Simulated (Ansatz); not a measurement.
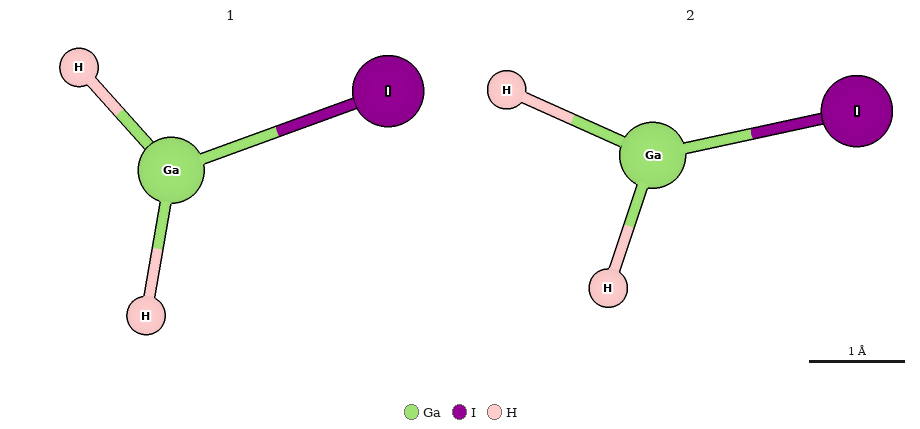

Two geometries of GaH$_{2}$I (coarse preliminary run), drawn at one scale. One is the start of a relaxation, the other its converged end. The picture is a ball-and-stick view, seen at a tilt.

The calculation used RKS PBE-D4/def2-SVP (Ansatz). Set-up: force threshold 0.03 eV/Å; at most 200 steps.

Question: Which of the two is the end point?

Answer: Structure 1 is the relaxed one. The start comes from a force field. The largest move after the best rigid fit is that of an H atom, 0.42 Å. Largest moves by element: H 0.42 Å, Ga 0.36 Å, I 0.27 Å. Some distances before and after: Ga–H 1.716 → 1.572 Å, Ga–I 2.421 → 2.514 Å, Ga–H 1.568 → 1.572 Å. Bond angles that change, for instance: H–Ga–H 99.0° → 128.8°, I–Ga–H 143.0° → 115.4°, I–Ga–H 107.1° → 115.7°. The energy falls by 17.4 kcal/mol in 3 geometry steps. The largest force component goes from 2.3 to 0.012 eV/Å. The run took about 6 core-seconds on a shared host.
